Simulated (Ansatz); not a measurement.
**RPA@PBE/STO-3G run of SiHBr (SMILES [SiH]Br)**

What is the energy change on altering one bond length of SiHBr at RPA@PBE/STO-3G? 

Program for the calculation: Ansatz 0.2.0.

57 further runs of the same task are left out: 11 that didn't finish, 46 set aside as unsound or not needed.

### 1 The structure to begin with

SiHBr has 3 atoms, charge 0, and is taken as a singlet. SMILES: `[SiH]Br`. The coordinates come from a PBE0-D4/def2-TZVP relaxation.

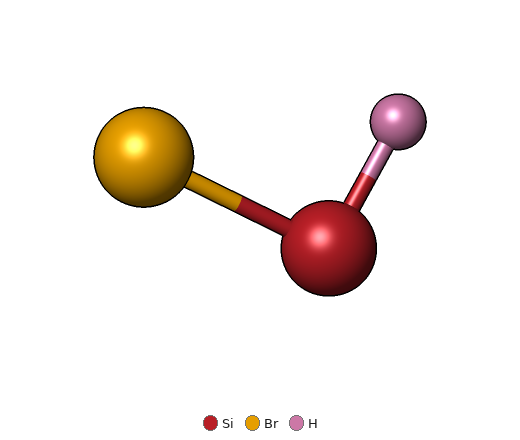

Viewed from a chosen angle; silicon red, bromine amber, hydrogen pink.

### 2 A single-point energy at RPA@PBE/STO-3G

File in.yaml:

```yaml
crystal:
  periodic: [false, false, false]
  atoms:
    - {symbol: Si, position_ang: [-0.624700, 0.521900, -0.296100]}
    - {symbol: Br, position_ang: [1.340900, 0.401500, 0.781400]}
    - {symbol: H, position_ang: [-0.727100, -0.988300, -0.498600]}
basis:
  gaussian:
    orbitals: STO-3G
hamiltonian:
  xc: {name: PBE}
correlation:
  method: rpa
  frozen_orbitals: {Br: 9, H: 0, Si: 5}
accuracy: high
```

Command:

```sh
$ ansatz run in.yaml --threads 1 --pin off --max-ram 2610MiB --events-out events.jsonl --progress --plain --runs-dir runs
```

Output:

```text
Warning: RAYON_NUM_THREADS=1 ignored (pool sized by the plan → 1); use --threads N
Functional definition: PBE
  name "PBE"
  parameter kappa = 0.804
  parameter beta = 0.06672455060314922
  exchange = pbe_x(kappa = kappa, mu = beta*pi^2/3)
  correlation = pbe_c(beta = beta)
394 factors; integrals over basis functions are off by at most 5.6e-8 eV
mean field evaluation 1: about -77064.1802 eV, gradient 1.6e1 eV
mean field evaluation 2: about -77064.1671 eV, gradient 1.6e1 eV
mean field evaluation 4: about -77065.3642 eV, gradient 4.0e0 eV
mean field evaluation 8: about -77065.4600 eV, gradient 1.8e-1 eV
mean field evaluation 16: about -77065.4602 eV, gradient 7.7e-7 eV
mean field -77065.46018223 eV, -2832.1034248520 hartree, gradient 5.1e-8 eV, S^2 0.000000; 0 other end points of the search recorded, 0 dependent functions left out
14 core orbitals not correlated: weight in the atoms' cores, before any rotation towards them, 1.000 or more for the frozen orbitals, at most 0.000 for the correlated occupied ones
reference -77030.34142185 eV, -2830.8128342122 hartree; 11, 11 occupied and 3, 3 virtual orbitals, 394 factors
Total energy: -77033.20605752 eV, -2830.9181076313 hartree
```

Wall time 1.6 s (1 thread of Arm Neoverse V1, shared host); peak memory 0.096 GiB.

### 3 The distorted shape

File in.yaml:

```yaml
crystal:
  periodic: [false, false, false]
  atoms:
    - symbol: Si
      position_ang: [-1.116110, 0.552001, -0.565481]
    - symbol: Br
      position_ang: [1.340900, 0.401500, 0.781400]
    - symbol: H
      position_ang: [-1.218510, -0.958199, -0.767981]
basis:
  gaussian:
    orbitals: STO-3G
magnetization:
  spin_polarized: false
hamiltonian:
  xc: {name: PBE}
correlation:
  method: rpa
  frozen_orbitals: {Br: 9, H: 0, Si: 5}
accuracy: high
```

Command:

```sh
$ ansatz run in.yaml --threads 1 --pin off --max-ram 2610MiB --events-out events.jsonl --progress --plain --runs-dir runs
```

Output, cut to the lines that bear on the results:

```text
Warning: RAYON_NUM_THREADS=1 ignored (pool sized by the plan → 1); use --threads N
[... 2 set-up lines as earlier in the session ...]
[...]
372 factors; integrals over basis functions are off by at most 1.2e-8 eV
[...]
mean field -77063.93742084 eV, -2832.0474644030 hartree, gradient 2.6e-8 eV, S^2 0.000000; 3 other end points of the search recorded, 0 dependent functions left out
14 core orbitals not correlated: weight in the atoms' cores, before any rotation towards them, 1.000 or more for the frozen orbitals, at most 0.000 for the correlated occupied ones
reference -77028.22951274 eV, -2830.7352229841 hartree; 11, 11 occupied and 3, 3 virtual orbitals, 372 factors
Total energy: -77031.80263457 eV, -2830.8665327893 hartree
```

Run time: 2.9 s. Hardware: 1 thread of Arm Neoverse V1, shared host; peak memory 0.096 GiB.

### 4 Results

At RPA@PBE/STO-3G, 14 core orbitals frozen:

| quantity | value |
| --- | --- |
| first shape: total energy | -2830.91811 Eh |
| first shape: RPA correlation energy (valence) | -105.3 mEh |
| distorted shape: total energy | -2830.86653 Eh |
| distorted shape: RPA correlation energy (valence) | -131.3 mEh |
| energy change with the Si1–Br2 bond stretched from 2.245 to 2.806 Å | 1.403 eV |

In words: With the Si1–Br2 bond stretched from 2.245 to 2.806 Å the energy rises by 1.40 eV (135 kJ/mol). The first shape isn't relaxed at this level, so the change isn't measured from a minimum. The minimal basis adds a large error of its own.
